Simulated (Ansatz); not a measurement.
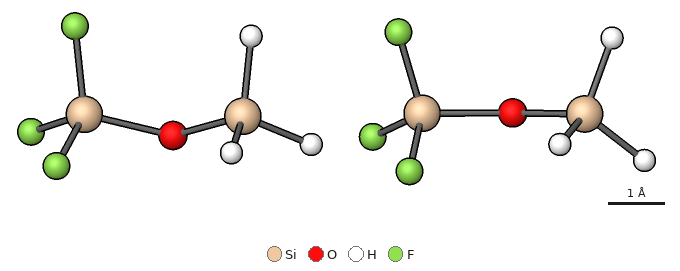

Two geometries of Si2H3OF3, drawn at one scale. One is the start of a relaxation, the other its converged end. A ball-and-stick model, seen at a tilt.

Theory: Ansatz, RKS PBE-D4/STO-3G. (no spin polarisation; force threshold 0.02 eV/Å; at most 40 steps)

Q: Which one is relaxed?

A: The left one is the relaxed one. The run prepares the start of a later molecular dynamics calculation, from a guessed geometry. The O atom moves most after the best rigid fit: 0.41 Å. By element the largest moves are O 0.41 Å, H 0.38 Å, F 0.32 Å, Si 0.05 Å. Among the contacts that change: F–Si 1.589 → 1.646 Å, O–Si 1.680 → 1.719 Å, H–Si 1.460 → 1.456 Å. Bond angles that change, for instance: Si–O–Si 125.0° → 116.5°, O–Si–H 109.5° → 105.8°, O–Si–F 109.5° → 105.9°. Groups turn about O–Si by about 35°, O–Si by about 20°. Over 8 geometry steps the energy falls by 0.247 eV. The largest force component goes from 2.1 to 0.01 eV/Å.

Limits of the set-up: STO-3G is a minimal basis, so the numbers are rough.
